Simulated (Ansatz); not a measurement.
# Zr (Im-3m, 1 atom in the cell): converging a phonon calculation, part 2 of 2

Aim: how dense must the meshes and how high the cutoff be for the phonons of Zr (Im-3m, 1 atom in the cell)?

Ansatz 0.2.0; DFT PBEsol, scalar-relativistic, plane waves, PAW; PAW set soft_1.

So far, highest frequency on the path or at a solved wavevector (cm⁻¹): step 3 (phonons on a q mesh) 180; step 4 (q mesh 2×2×2) 180; step 6 (k-mesh 18×18×18, q mesh 6×6×6) 177. The relaxed cell has a = 3.521 Å (conventional setting).

This is not the structure that Zr takes at ambient pressure and room temperature (hexagonal, No. 194); it is a model or a phase of other conditions.

### 9. Another k mesh, k-mesh 8×8×8, q mesh 2×2×2

The k mesh is changed to 8×8×8 on a small fixed q mesh, to find the coarsest that serves.

input.yaml

```yaml
crystal:
  lattice:
    - [-1.7605290631, 1.7605290631, 1.7605290631]
    - [1.7605290631, -1.7605290631, 1.7605290631]
    - [1.7605290631, 1.7605290631, -1.7605290631]
  atoms:
    - { symbol: Zr, position: [0.0, 0.0, 0.0] }
kpoints:
  mp_grid: { grid: [8, 8, 8] }
hamiltonian:
  xc: pbesol
  pseudopotentials: { kind: paw, azcp: { folder: soft_1 }, xc_functional: pbe }
scf:
  occupations: { method: methfessel_paxton, width: 0.2 }
output:
  eigenvalues: true
phonons:
  method: dfpt
  qmesh: [2, 2, 2]
  temperatures: { t_max: 1000, t_step: 50 }
  qpath:
    path:
      - [[0.0, 0.0, 0.0], [0.5, -0.5, 0.5], [0.0, 0.0, 0.5], [0.0, 0.0, 0.0], [0.25, 0.25, 0.25], [0.5, -0.5, 0.5]]
      - [[0.25, 0.25, 0.25], [0.0, 0.0, 0.5]]
    npoints: 10
```

Started as:

```console
> ansatz run input.yaml --threads 4 --pin off --max-ram 10240MiB --backend cpu --events-out ev --progress --plain --runs-dir out
```

Numbers of over 12 decimals in the logs are rounded to 6 here.

What it wrote:

```text
[...]
Crystal: 1 atoms, lattice volume = 21.827 Å³
Basis set: ecut = 420 eV, 429 PW (Γ), exchange–correlation on 48×48×48 points (8 copies of the dense FFT grid, shifted against one another)
Bands: 10, of which v1, the nominal top of the filled ones, is band 6 counted from 1 (5 counted from 0)
Symmetry: 48 space group operations
k-points: 29 of 512
[...]
SCF iter   1: F=—  HF=-4128.654578 eV  |F-HF|=—  |Δ(HF+E_count)|=         —  Δρ=2.42e-2  dr2=1.77e-1  ethr=3.10e-3  ⟨swp⟩=5.0  Hψ=1611  notcnv=0
[...]
SCF iter   7: F=-4128.583187 eV  HF=-4128.583187 eV  |F-HF|=1.82e-12  |Δ(HF+E_count)|=  9.09e-13  S|Δr|=    0.00e0  Δρ=7.72e-8  dr2=4.38e-13  ethr=1.00e-12  ⟨swp⟩=5.5  Hψ=1099  notcnv=0
SCF 1 converged in 7 iterations: F = -4128.583187 eV  dr2 = 4.38e-13
[...]
SCF converged after 7 iterations
[...]
Free energy (F): -4128.583187 eV
[...]
Internal energy: -4128.579333 eV  (E = F + TS)
E sigma→0 (E₀):  -4128.582223 eV
Entropy (-TS):   -0.003853 eV (-3.853 meV/atom)
Fermi energy:    14.636484 eV
[...]
--- Band table (eV; the first three rows and the last of 29) ---
[...]
ASR residual: 7.634e-5 → 0.000e0 eV/Å²; symmetrization residual: 3.411e-13 eV/Å²
  ASR residual per site (eV/Å²): 7.63e-5
  Γ frequencies (cm⁻¹): 0.00 0.00 0.00
--- Phonons (arbitrary-q DFPT): 3 irreducible q on the 2×2×2 mesh ---
[...]
interpolated dispersion: 62 rows × 3 modes
[...]
```

The job ended after 4.7 s (4 threads of Arm Neoverse N1, shared host; peak memory 0.42 GiB; 16 s of CPU time).

The run finished; it serves as a test, and its numbers are not taken as the result.

### 10. Another k mesh, k-mesh 12×12×12, q mesh 2×2×2

The k mesh is changed to 12×12×12 on a small fixed q mesh, to find the coarsest that serves.

Changes to input.yaml since step 9:

```diff
@@ -8,3 +8,3 @@
 kpoints:
-  mp_grid: { grid: [8, 8, 8] }
+  mp_grid: { grid: [12, 12, 12] }
 hamiltonian:
```

What it wrote:

```text
[...]
Crystal: 1 atoms, lattice volume = 21.827 Å³
Basis set: ecut = 420 eV, 429 PW (Γ), exchange–correlation on 48×48×48 points (8 copies of the dense FFT grid, shifted against one another)
Bands: 10, of which v1, the nominal top of the filled ones, is band 6 counted from 1 (5 counted from 0)
Symmetry: 48 space group operations
k-points: 72 of 1728
[...]
E sigma→0 (E₀):  -4128.593801 eV
Entropy (-TS):   0.001745 eV (1.745 meV/atom)
Fermi energy:    14.592286 eV
[...]
--- Band table (eV; the first three rows and the last of 72) ---
[...]
ASR residual: 7.658e-5 → 0.000e0 eV/Å²; symmetrization residual: 2.653e-13 eV/Å²
  ASR residual per site (eV/Å²): 7.66e-5
  Γ frequencies (cm⁻¹): 0.00 0.00 0.00
--- Phonons (arbitrary-q DFPT): 3 irreducible q on the 2×2×2 mesh ---
[...]
interpolated dispersion: 62 rows × 3 modes
[...]
[key lines of the parts left out:]
SCF converged after 7 iterations
Free energy (F): -4128.593365 eV
```

The job ended after 11 s (4 threads; peak memory 0.52 GiB; 41 s of CPU time).

Frequencies (cm⁻¹) solved at each irreducible wavevector; negative means imaginary. Frequencies by wavevector, by row:

```tsv
q in reciprocal lattice units	star	mode 1	mode 2	mode 3
0 0 0	1	0	0	0
0 0 -0.5	6	-75.9	105.8	120.9
-0.5 -0.5 -0.5	1	174.2	174.2	174.2
```

Against step 4 (now k-mesh 12×12×12), the highest frequency on the path or at a solved wavevector goes from 180 to 174 cm⁻¹ (-3 %) and the lowest mode on the q mesh (acoustic modes at Γ apart) goes from -74.9 cm⁻¹ to -75.9 cm⁻¹.

### 11. Another k mesh, q mesh 2×2×2

The k mesh is changed to 16×16×16 on a small fixed q mesh, to find the coarsest that serves.

Changes to input.yaml since step 10:

```diff
@@ -8,3 +8,3 @@
 kpoints:
-  mp_grid: { grid: [12, 12, 12] }
+  mp_grid: { grid: [16, 16, 16] }
 hamiltonian:
```

What it wrote:

```text
[...]
Crystal: 1 atoms, lattice volume = 21.827 Å³
Basis set: ecut = 420 eV, 429 PW (Γ), exchange–correlation on 48×48×48 points (8 copies of the dense FFT grid, shifted against one another)
Bands: 10, of which v1, the nominal top of the filled ones, is band 6 counted from 1 (5 counted from 0)
Symmetry: 48 space group operations
k-points: 145 of 4096
[...]
E sigma→0 (E₀):  -4128.593071 eV
Entropy (-TS):   -0.000479 eV (-0.479 meV/atom)
Fermi energy:    14.610669 eV
[...]
--- Band table (eV; the first three rows and the last of 145) ---
[...]
ASR residual: 8.048e-5 → 0.000e0 eV/Å²; symmetrization residual: 2.538e-13 eV/Å²
  ASR residual per site (eV/Å²): 8.05e-5
  Γ frequencies (cm⁻¹): 0.00 0.00 0.00
--- Phonons (arbitrary-q DFPT): 3 irreducible q on the 2×2×2 mesh ---
[...]
interpolated dispersion: 62 rows × 3 modes
[...]
[key lines of the parts left out:]
SCF converged after 7 iterations
Free energy (F): -4128.593191 eV
```

The job ended after 24 s (4 threads; peak memory 0.8 GiB).

Frequencies (cm⁻¹) solved at each irreducible wavevector; negative means imaginary. Frequencies by wavevector, by row:

```tsv
q in reciprocal lattice units	star	mode 1	mode 2	mode 3
0 0 0	1	0	0	0
0 0 -0.5	6	-74.9	102.2	112.6
-0.5 -0.5 -0.5	1	179.5	179.5	179.5
```

### 12. Another k mesh, k-mesh 24×24×24, q mesh 2×2×2

The k mesh is changed to 24×24×24 on a small fixed q mesh, to find the coarsest that serves.

Changes to input.yaml since step 11:

```diff
@@ -8,3 +8,3 @@
 kpoints:
-  mp_grid: { grid: [16, 16, 16] }
+  mp_grid: { grid: [24, 24, 24] }
 hamiltonian:
```

What it wrote:

```text
[...]
Crystal: 1 atoms, lattice volume = 21.827 Å³
Basis set: ecut = 420 eV, 429 PW (Γ), exchange–correlation on 48×48×48 points (8 copies of the dense FFT grid, shifted against one another)
Bands: 10, of which v1, the nominal top of the filled ones, is band 6 counted from 1 (5 counted from 0)
Symmetry: 48 space group operations
k-points: 413 of 13824
[...]
E sigma→0 (E₀):  -4128.593973 eV
Entropy (-TS):   0.001359 eV (1.359 meV/atom)
Fermi energy:    14.615691 eV
[...]
--- Band table (eV; the first three rows and the last of 413) ---
[...]
ASR residual: 8.303e-5 → 0.000e0 eV/Å²; symmetrization residual: 7.579e-14 eV/Å²
  ASR residual per site (eV/Å²): 8.30e-5
  Γ frequencies (cm⁻¹): 0.00 0.00 0.00
--- Phonons (arbitrary-q DFPT): 3 irreducible q on the 2×2×2 mesh ---
[...]
interpolated dispersion: 62 rows × 3 modes
[...]
[key lines of the parts left out:]
SCF converged after 7 iterations
Free energy (F): -4128.593633 eV
```

It took 74 s on 4 threads; peak memory 1.9 GiB; 4.7 min of CPU time.

Against step 4 (now k-mesh 24×24×24), the highest frequency on the path or at a solved wavevector goes from 180 cm⁻¹ to 177 cm⁻¹.

### 13. The series together

Times are for 4 threads of Arm Neoverse N1, shared host. Results by setting:

```tsv
no.	k-mesh	lowest mode on the q mesh (acoustic modes at Γ apart) (cm⁻¹)	highest frequency on the path or at a solved wavevector (cm⁻¹)	time	memory (GiB)
1	12×12×12	-75.92	174.2	11 s	0.52
2	16×16×16	-74.89	179.5	24 s	0.8
3	24×24×24	-74.54	177.3	74 s	1.9
```

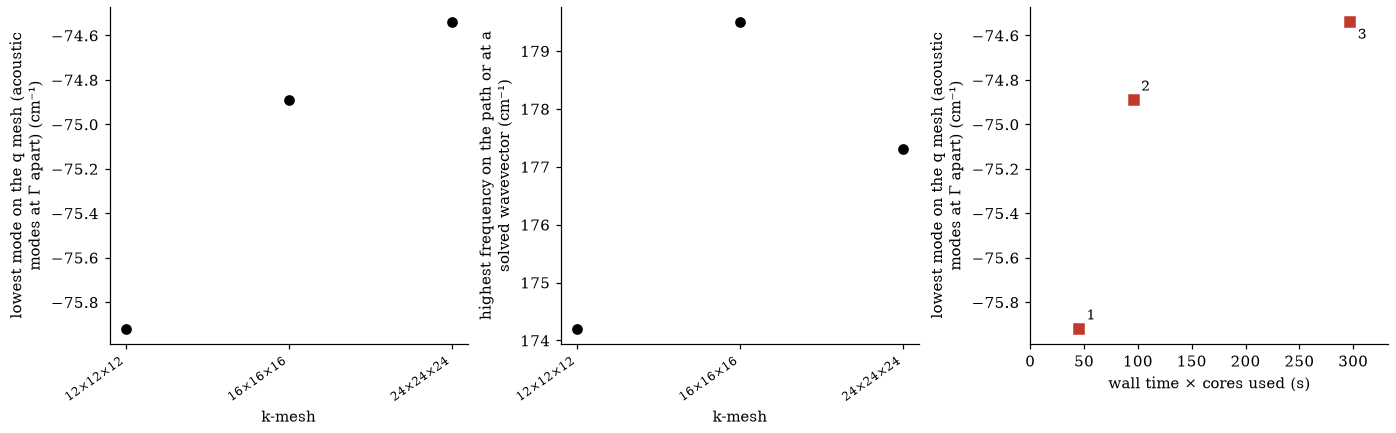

The series as plots; the last panel sets the first result against cost, with the runs numbered as in the table.

The runs together. Phonon density of states against wavenumber; read off at these points; values in 1/cm⁻¹/cell:

```tsv
wavenumber (cm⁻¹)	12×12×12	16×16×16	24×24×24
-60.0	0.0102	0.0120	0.0112
-51.0	0.0132	0.0195	0.0167
-49.0	0.0144	0.0178	0.0194
-45.0	0.0180	0.0138	0.0155
-40.0	0.0141	0.0112	0.0119
-20.0	0.00440	0.00400	0.00410
0.0	0.00203	0.00196	0.00195
20.0	0.00257	0.00315	0.0029
40.0	0.00609	0.00705	0.00696
60.0	0.0108	0.0119	0.0117
80.0	0.0165	0.0183	0.0180
100.0	0.0274	0.0381	0.0353
103.0	0.0308	0.0376	0.0388
109.0	0.0394	0.0334	0.0345
120.0	0.0321	0.0215	0.0230
140.0	0.0149	0.0131	0.0134
160.0	0.00775	0.00775	0.00762
```

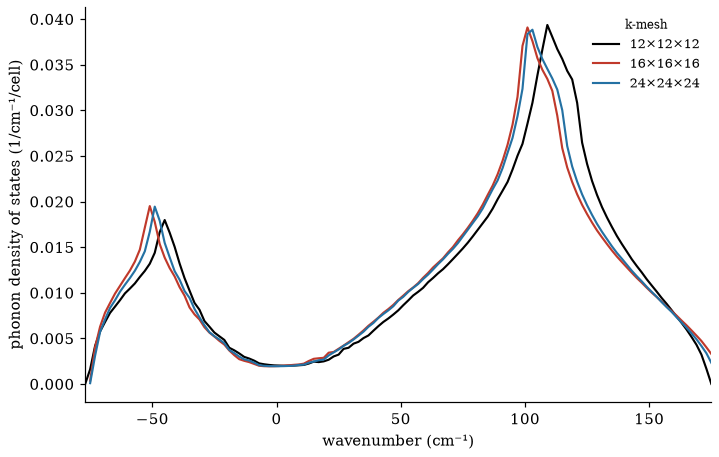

Phonon density of states, plotted against wavenumber.

### 14. Another cutoff, cutoff 170 eV, q mesh 2×2×2

The cutoff is set to 170 eV on a small fixed q mesh.

Changes to input.yaml since step 12:

```diff
@@ -8,3 +8,3 @@
 kpoints:
-  mp_grid: { grid: [24, 24, 24] }
+  mp_grid: { grid: [16, 16, 16] }
 hamiltonian:
@@ -25 +25,3 @@
     npoints: 10
+basis:
+  ecutwfc: 170
```

What it wrote:

```text
Warning: basis.ecutwfc = 170 eV is below the records' recommended 420 eV, and the density's cutoff is lower with it unless basis.ecutrho_ratio is high enough to keep the records' density cutoff: compare with a run at a higher cutoff
[...]
Crystal: 1 atoms, lattice volume = 21.827 Å³
Basis set: ecut = 170 eV, 135 PW (Γ), exchange–correlation on 30×30×30 points (8 copies of the dense FFT grid, shifted against one another)
Bands: 10, of which v1, the nominal top of the filled ones, is band 6 counted from 1 (5 counted from 0)
Symmetry: 48 space group operations
k-points: 145 of 4096
[...]
SCF iter   1: F=—  HF=-4126.171971 eV  |F-HF|=—  |Δ(HF+E_count)|=         —  Δρ=6.57e-2  dr2=7.78e-1  ethr=3.10e-3  ⟨swp⟩=4.6  Hψ=7478  notcnv=0
[...]
SCF iter   7: F=-4125.771264 eV  HF=-4125.771264 eV  |F-HF|=9.09e-13  |Δ(HF+E_count)|=  2.04e-10  S|Δr|=    0.00e0  Δρ=8.06e-8  dr2=5.27e-13  ethr=1.00e-12  ⟨swp⟩=3.1  Hψ=5801  notcnv=0
the search or the solves at the SCF's close seem to have found levels that the self-consistency loop had missed (the run counts 1). By its estimate they hold under 1e-12 electrons; where the run keeps them, the occupations were computed again with them
SCF 1 converged in 7 iterations: F = -4125.771264 eV  dr2 = 5.27e-13
[...]
SCF converged after 7 iterations
[...]
Free energy (F): -4125.771264 eV
[...]
Internal energy: -4125.770355 eV  (E = F + TS)
E sigma→0 (E₀):  -4125.771036 eV
Entropy (-TS):   -0.000909 eV (-0.909 meV/atom)
Fermi energy:    14.818597 eV
[...]
--- Band table (eV; the first three rows and the last of 145) ---
[...]
ASR residual: 1.418e-5 → 0.000e0 eV/Å²; symmetrization residual: 9.474e-15 eV/Å²
  ASR residual per site (eV/Å²): 1.42e-5
  Γ frequencies (cm⁻¹): 0.00 0.00 0.00
--- Phonons (arbitrary-q DFPT): 3 irreducible q on the 2×2×2 mesh ---
[...]
interpolated dispersion: 62 rows × 3 modes
[...]
zero-point energy: 0.015324 eV/cell   skipped modes (ω ≤ 0): 3   left out of the sums: 5.69e-5 of the cell's modes: C_V's classical limit lies that fraction below 3 k_B per atom; for a crystal, a wire or a layer, F and S can be off by more, and a phonons.interpolated_qmesh denser along its periods is the remedy for the sampling
```

Elapsed: 8.6 s, on 4 threads; peak memory 0.53 GiB; 30 s of CPU time.

The run finished; it serves as a test, and its numbers are not taken as the result.

### 15. Another cutoff, cutoff 230 eV, q mesh 2×2×2

The cutoff is set to 230 eV on a small fixed q mesh.

Changes to input.yaml since step 14:

```diff
@@ -26,2 +26,2 @@
 basis:
-  ecutwfc: 170
+  ecutwfc: 230
```

What it wrote:

```text
[...]
Crystal: 1 atoms, lattice volume = 21.827 Å³
Basis set: ecut = 230 eV, 177 PW (Γ), exchange–correlation on 32×32×32 points (8 copies of the dense FFT grid, shifted against one another)
Bands: 10, of which v1, the nominal top of the filled ones, is band 6 counted from 1 (5 counted from 0)
Symmetry: 48 space group operations
k-points: 145 of 4096
[...]
SCF iter   1: F=—  HF=-4128.428800 eV  |F-HF|=—  |Δ(HF+E_count)|=         —  Δρ=2.86e-2  dr2=2.21e-1  ethr=3.10e-3  ⟨swp⟩=5.0  Hψ=8000  notcnv=0
[...]
SCF iter   7: F=-4128.332939 eV  HF=-4128.332939 eV  |F-HF|=1.82e-12  |Δ(HF+E_count)|=  3.09e-11  S|Δr|=    0.00e0  Δρ=7.35e-8  dr2=7.86e-13  ethr=1.00e-12  ⟨swp⟩=3.2  Hψ=5936  notcnv=0
SCF 1 converged in 7 iterations: F = -4128.332939 eV  dr2 = 7.86e-13
[...]
SCF converged after 7 iterations
[...]
Free energy (F): -4128.332939 eV
[...]
Internal energy: -4128.332748 eV  (E = F + TS)
E sigma→0 (E₀):  -4128.332891 eV
Entropy (-TS):   -0.000191 eV (-0.191 meV/atom)
Fermi energy:    14.635488 eV
[...]
--- Band table (eV; the first three rows and the last of 145) ---
[...]
ASR residual: 3.494e-6 → 0.000e0 eV/Å²; symmetrization residual: 3.380e-14 eV/Å²
  ASR residual per site (eV/Å²): 3.49e-6
  Γ frequencies (cm⁻¹): 0.00 0.00 0.00
--- Phonons (arbitrary-q DFPT): 3 irreducible q on the 2×2×2 mesh ---
[...]
interpolated dispersion: 62 rows × 3 modes
[...]
```

Wall time 11 s (4 threads); peak memory 0.57 GiB.

The run finished; it serves as a test, and its numbers are not taken as the result.

### 16. Another cutoff, cutoff 290 eV, q mesh 2×2×2

The cutoff is set to 290 eV on a small fixed q mesh.

Changes to input.yaml since step 15:

```diff
@@ -26,2 +26,2 @@
 basis:
-  ecutwfc: 230
+  ecutwfc: 290
```

What it wrote:

```text
[...]
Crystal: 1 atoms, lattice volume = 21.827 Å³
Basis set: ecut = 290 eV, 225 PW (Γ), exchange–correlation on 36×36×36 points (8 copies of the dense FFT grid, shifted against one another)
Bands: 10, of which v1, the nominal top of the filled ones, is band 6 counted from 1 (5 counted from 0)
Symmetry: 48 space group operations
k-points: 145 of 4096
[...]
SCF iter   1: F=—  HF=-4128.650756 eV  |F-HF|=—  |Δ(HF+E_count)|=         —  Δρ=2.41e-2  dr2=1.75e-1  ethr=3.10e-3  ⟨swp⟩=5.0  Hψ=8053  notcnv=0
[...]
SCF iter   7: F=-4128.578733 eV  HF=-4128.578733 eV  |F-HF|=9.09e-13  |Δ(HF+E_count)|=  1.55e-11  S|Δr|=    0.00e0  Δρ=2.90e-8  dr2=1.41e-13  ethr=1.00e-12  ⟨swp⟩=5.2  Hψ=5186  notcnv=0
SCF 1 converged in 7 iterations: F = -4128.578733 eV  dr2 = 1.41e-13
[...]
SCF converged after 7 iterations
[...]
Free energy (F): -4128.578733 eV
[...]
Internal energy: -4128.578246 eV  (E = F + TS)
E sigma→0 (E₀):  -4128.578612 eV
Entropy (-TS):   -0.000488 eV (-0.488 meV/atom)
Fermi energy:    14.613186 eV
[...]
--- Band table (eV; the first three rows and the last of 145) ---
[...]
ASR residual: 3.130e-5 → 0.000e0 eV/Å²; symmetrization residual: 1.137e-13 eV/Å²
  ASR residual per site (eV/Å²): 3.13e-5
  Γ frequencies (cm⁻¹): 0.00 0.00 0.00
--- Phonons (arbitrary-q DFPT): 3 irreducible q on the 2×2×2 mesh ---
[...]
interpolated dispersion: 62 rows × 3 modes
[...]
```

Run time: 14 s. Hardware: 4 threads; peak memory 0.63 GiB.

The run finished; it serves as a test, and its numbers are not taken as the result.

### 17. Another cutoff, cutoff 360 eV, q mesh 2×2×2

The cutoff is set to 360 eV on a small fixed q mesh.

Changes to input.yaml since step 16:

```diff
@@ -26,2 +26,2 @@
 basis:
-  ecutwfc: 290
+  ecutwfc: 360
```

What it wrote:

```text
[...]
Crystal: 1 atoms, lattice volume = 21.827 Å³
Basis set: ecut = 360 eV, 321 PW (Γ), exchange–correlation on 40×40×40 points (8 copies of the dense FFT grid, shifted against one another)
Bands: 10, of which v1, the nominal top of the filled ones, is band 6 counted from 1 (5 counted from 0)
Symmetry: 48 space group operations
k-points: 145 of 4096
[...]
E sigma→0 (E₀):  -4128.592891 eV
Entropy (-TS):   -0.000479 eV (-0.479 meV/atom)
Fermi energy:    14.610640 eV
[...]
--- Band table (eV; the first three rows and the last of 145) ---
[...]
ASR residual: 3.624e-5 → 0.000e0 eV/Å²; symmetrization residual: 4.169e-13 eV/Å²
  ASR residual per site (eV/Å²): 3.62e-5
  Γ frequencies (cm⁻¹): 0.00 0.00 0.00
--- Phonons (arbitrary-q DFPT): 3 irreducible q on the 2×2×2 mesh ---
[...]
interpolated dispersion: 62 rows × 3 modes
[...]
[key lines of the parts left out:]
SCF converged after 7 iterations
Free energy (F): -4128.593010 eV
```

Run time: 17 s. Hardware: 4 threads; peak memory 0.71 GiB; 61 s of CPU time.

Frequencies (cm⁻¹) solved at each irreducible wavevector; negative means imaginary. Frequencies by wavevector, by row:

```tsv
q in reciprocal lattice units	star	mode 1	mode 2	mode 3
0 0 0	1	0	0	0
0 0 -0.5	6	-74.9	102.2	112.6
-0.5 -0.5 -0.5	1	179.5	179.5	179.5
```

Against step 4 (now cutoff 360 eV), the highest frequency on the path or at a solved wavevector stays at 180 cm⁻¹.

### 18. Another cutoff, cutoff 550 eV, q mesh 2×2×2

The cutoff is set to 550 eV on a small fixed q mesh.

Changes to input.yaml since step 17:

```diff
@@ -26,2 +26,2 @@
 basis:
-  ecutwfc: 360
+  ecutwfc: 550
```

What it wrote:

```text
[...]
Crystal: 1 atoms, lattice volume = 21.827 Å³
Basis set: ecut = 550 eV, 627 PW (Γ), exchange–correlation on 48×48×48 points (8 copies of the dense FFT grid, shifted against one another)
Bands: 10, of which v1, the nominal top of the filled ones, is band 6 counted from 1 (5 counted from 0)
Symmetry: 48 space group operations
k-points: 145 of 4096
[...]
E sigma→0 (E₀):  -4128.593264 eV
Entropy (-TS):   -0.000479 eV (-0.479 meV/atom)
Fermi energy:    14.610621 eV
[...]
--- Band table (eV; the first three rows and the last of 145) ---
[...]
ASR residual: 1.256e-4 → 0.000e0 eV/Å²; symmetrization residual: 3.583e-13 eV/Å²
  ASR residual per site (eV/Å²): 1.26e-4
  Γ frequencies (cm⁻¹): 0.00 0.00 0.00
--- Phonons (arbitrary-q DFPT): 3 irreducible q on the 2×2×2 mesh ---
[...]
interpolated dispersion: 62 rows × 3 modes
[...]
[key lines of the parts left out:]
SCF converged after 7 iterations
Free energy (F): -4128.593384 eV
```

Run time: 28 s. Hardware: 4 threads; peak memory 0.97 GiB.

Frequencies (cm⁻¹) solved at each irreducible wavevector; negative means imaginary. Frequencies by wavevector, by row:

```tsv
q in reciprocal lattice units	star	mode 1	mode 2	mode 3
0 0 0	1	0	0	0
0 0 -0.5	6	-74.9	102.2	112.6
-0.5 -0.5 -0.5	1	179.5	179.5	179.5
```

Against step 4 (now cutoff 550 eV), the highest frequency on the path or at a solved wavevector stays at 180 cm⁻¹.

### 19. Summary of results

| Item | Value |
| --- | --- |
| lowest mode on the q mesh (acoustic modes at Γ apart), k-mesh 6×6×6 | -84.0 cm⁻¹ |
| lowest mode on the q mesh (acoustic modes at Γ apart), k-mesh 8×8×8 | -88.7 cm⁻¹ |
| lowest mode on the q mesh (acoustic modes at Γ apart), k-mesh 12×12×12 | -75.9 cm⁻¹ |
| lowest mode on the q mesh (acoustic modes at Γ apart), k-mesh 16×16×16 | -74.9 cm⁻¹ |
| lowest mode on the q mesh (acoustic modes at Γ apart), k-mesh 24×24×24 | -74.5 cm⁻¹ |
| lowest mode on the q mesh (acoustic modes at Γ apart), cutoff 170 eV | 24.5 cm⁻¹ |
| lowest mode on the q mesh (acoustic modes at Γ apart), cutoff 230 eV | -80.2 cm⁻¹ |
| lowest mode on the q mesh (acoustic modes at Γ apart), cutoff 290 eV | -73.6 cm⁻¹ |
| lowest mode on the q mesh (acoustic modes at Γ apart), cutoff 360 eV | -74.9 cm⁻¹ |
| lowest mode on the q mesh (acoustic modes at Γ apart), cutoff 550 eV | -74.9 cm⁻¹ |

**Reading.** The base run has imaginary modes (down to 75i cm⁻¹), and the series also tests whether they stay. Over the whole q mesh series, coarse runs included, the lowest frequency on the path runs from -80.3 to -73.3 cm⁻¹; the two finest runs still differ by up to 2.0 cm⁻¹, so convergence is not shown. The k mesh changes along this series too, so part of the change is its. Over the whole k mesh series, coarse runs included, the lowest mode on the q mesh (acoustic modes at Γ apart) runs from -88.7 to -74.5 cm⁻¹; the two finest runs still differ by up to 2.2 cm⁻¹ in a solved mode, so convergence is not shown. Over the whole cutoff series, coarse runs included, the lowest mode on the q mesh (acoustic modes at Γ apart) runs from -80.2 to 24.5 cm⁻¹; from 290 eV on all solved modes stay within 1.3 cm⁻¹ of the finest run (550 eV), against a tolerance of 1.8. All runs share the cell relaxed at the base settings, which is not exactly at rest under another k mesh or cutoff. With no gap, or one that is small against the smearing, the frequencies hang on the k mesh and the smearing, most of all near Kohn anomalies. The PAW files were made for PBE and serve the other functionals too. These are harmonic frequencies at zero temperature: anharmonic shifts, linewidths and thermal expansion are left out.

[Logs are printed without paths, hosts, clocks, repeated set-up lines and the standing remarks that a program may print on its own settings, such as how far it seeks lower states.]

[Hosts, paths, dates, database ids (printed as entryN), source tags and the programs' standing remarks are cut or masked in the printed files.]
